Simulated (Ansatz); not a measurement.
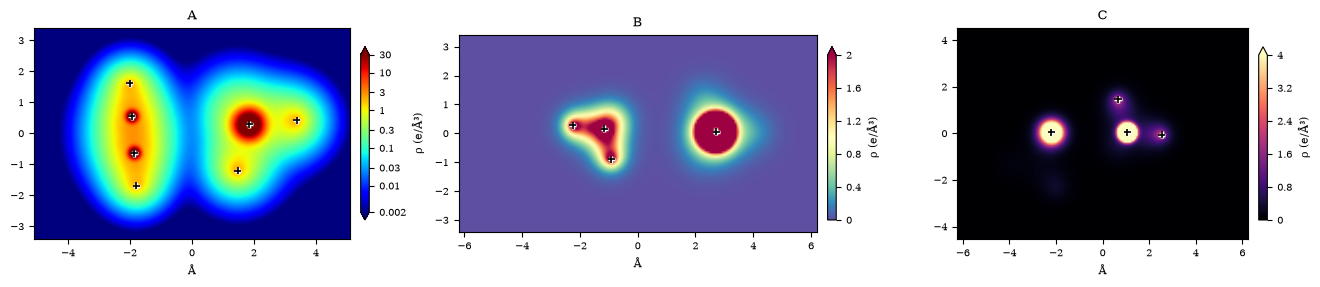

The total electron density of 3 systems, each on a plane through atoms (crosses mark nuclei in the plane).

Theory: RKS PBE0-D4/def2-TZVPPD in Ansatz.

System 1: C2H2···GeH4 (SMILES C#C.[GeH4]), the plane of atoms H7, Ge5 and H9. Geometry: PBE0-D4/def2-TZVP.

```yaml
atoms:
  - { symbol: C, position_ang: [0.0867, -0.9004, -1.9714] }
  - { symbol: C, position_ang: [0.0701, 0.2791, -2.1754] }
  - { symbol: H, position_ang: [0.1009, -1.9496, -1.7906] }
  - { symbol: H, position_ang: [0.0556, 1.3286, -2.3548] }
  - { symbol: Ge, position_ang: [-0.0622, 0.2468, 1.6535] }
  - { symbol: H, position_ang: [-1.2333, -0.6499, 1.2336] }
  - { symbol: H, position_ang: [-0.1622, 1.5983, 0.9345] }
  - { symbol: H, position_ang: [1.2665, -0.4313, 1.2985] }
  - { symbol: H, position_ang: [-0.1222, 0.4784, 3.1719] }
```

System 2: CH4···H3Sb (SMILES C.[SbH3]), the plane of atoms H3, C1 and H5. Geometry: PBE0-D4/def2-TZVP; core potentials replace the inner electrons of Sb.

```xyz
9

C     0.0443   -0.2127   -1.7821
H    -0.4001    0.6693   -1.3213
H    -0.0345   -0.1325   -2.8658
H    -0.4828   -1.1062   -1.4475
H     1.0947   -0.2816   -1.4998
Sb    0.0137   -0.4383    2.0935
H    -1.3217    0.5068    1.6056
H     1.1104    0.7546    1.5567
H    -0.0242    0.2406    3.6608
```

System 3: SiH4···FH3Si (SMILES [SiH4].[SiH3]F), the plane of atoms H2, Si1 and H3. Geometry: PBE0-D4/def2-TZVP.

```xyz
10

Si   -0.0804   -0.0888   -2.0132
H    -0.6826   -0.5115   -3.3043
H     0.4729    1.2800   -2.1498
H     0.9939   -1.0412   -1.6392
H    -1.1380   -0.1002   -0.9687
Si    0.0595    0.0744    2.0431
F     1.0348    0.7283    0.9522
H    -0.1102   -1.3601    1.7154
H    -1.2405    0.7823    1.9906
H     0.6908    0.2365    3.3739
```

Which map belongs to which system?

Answer. Panel A is system 1, C2H2···GeH4: the plane holds C, H and Ge. C1···Ge5 (3.81 Å): the density falls to about 0.03 e/Å³ on the way: a non-bonded, intermolecular contact. Panel B is system 2, CH4···H3Sb: the plane holds C, H and Sb. C1···Sb6 (3.88 Å): the density falls to about 0.02 e/Å³ on the way (a non-bonded, intermolecular contact). Panel C is system 3, SiH4···FH3Si: the plane holds Si, H and F. Si1···F7 (3.27 Å): the density falls to about 0.04 e/Å³ on the way: a weak contact between the two molecules.
